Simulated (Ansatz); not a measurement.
F3H2NZr···PH3

Input

```
crystal:
  periodic: [false, false, false]
  atoms:
    - { symbol: Zr, position_ang: [0.0, 0.0, 0.0] }
    - { symbol: "N", position_ang: [0.0, 0.0, 2.56] }
    - { symbol: H, position_ang: [-0.877, -0.2713, 3.09] }
    - { symbol: H, position_ang: [0.877, 0.2713, 3.09] }
    - { symbol: F, position_ang: [1.8671, 0.0, -0.6593] }
    - { symbol: F, position_ang: [-0.9326, 1.6157, -0.6593] }
    - { symbol: F, position_ang: [-0.9326, -1.6157, -0.6593] }
    - { symbol: P, position_ang: [-2.7236, 0.0087, 0.905] }
    - { symbol: H, position_ang: [-3.4925, -0.8751, 0.1024] }
    - { symbol: H, position_ang: [-2.7746, -0.4168, 2.2588] }
    - { symbol: H, position_ang: [-1.4035, 0.0045, 2.2336] }
basis:
  gaussian: { orbitals: def2-SVP }
hamiltonian:
  xc: b3lyp
relax:
  f_tol: 0.15
  max_steps: 25
  restrain:
    - { distance: [0, 7], at: 3.77, k: 30.0 }
    - { distance: [10, 1], at: 2.26, k: 30.0 }
    - { distance: [0, 1], at: 2.21, k: 30.0 }
    - { distance: [10, 7], at: 1.42, k: 30.0 }
output:
  orbitals: {}
```

Run with:

```sh
ansatz run input.yaml --threads 4 --pin off --max-ram 5120MiB --backend cpu --events-out ev --progress --plain --runs-dir out
```

The fields are those of the run's last geometry, not of the input's.

Core potentials replace the inner electrons of Zr; not at a stationary point (largest force 1.8 eV/Å).

All numbers below come from RKS B3LYP/def2-SVP in Ansatz 0.2.0.

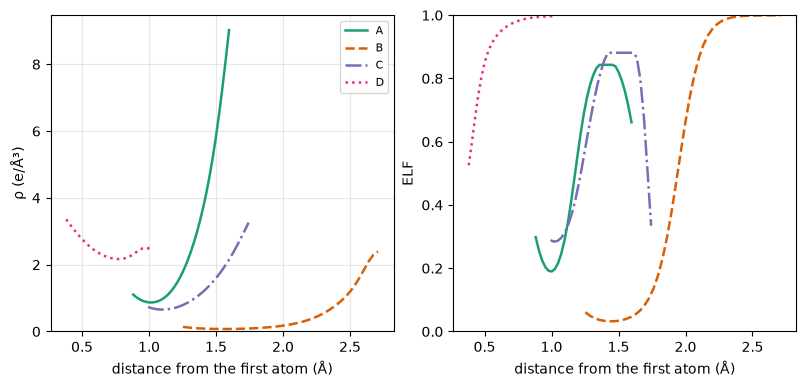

Figure 1. Electron density and electron localisation function along straight lines between neighbouring atoms. The curves leave out the atomic cores.

Question: Which curve belongs to which contact (N–H, Zr–F, Zr–H and Zr–N)? The first atom named is at distance zero.

Answer: Curve A: Zr–F (1.91 Å): ρ at the midpoint is about 0.92 e/Å³; the ELF peaks at about 0.85 in the valence shell of F, 0.5 Å from its nucleus, and drops to about 0.20 between the two atoms. Curve B: Zr1···H11 (2.71 Å): the density falls to about 0.07 e/Å³ on the way; the ELF dips to about 0.05 between them. Curve C: Zr–N (2.15 Å): ρ is about 0.66 e/Å³ halfway; the ELF peaks at about 0.90 in the valence shell of N, 0.7 Å from its nucleus, and is about 0.30 at the midpoint. Curve D: N–H (1.02 Å): ρ at the midpoint is about 2.7 e/Å³; the ELF climbs to about 1 towards the hydrogen, as it does in any bond to H; a covalent bond by its length.

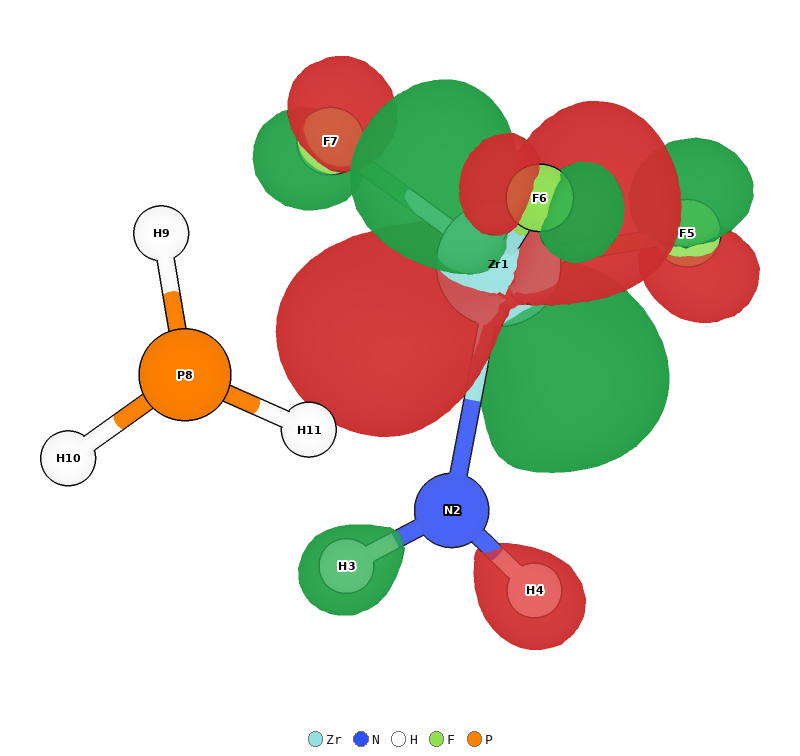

Figure 2. The LUMO at ±0.1 Å⁻³ᐟ² (green and red are the two phases), seen at an oblique angle.

Question: Describe this orbital and give its energy.

Answer: It lies mainly on Zr1 (about 75 %) and F5 (about 5 %). Its energy is −1.53 eV.
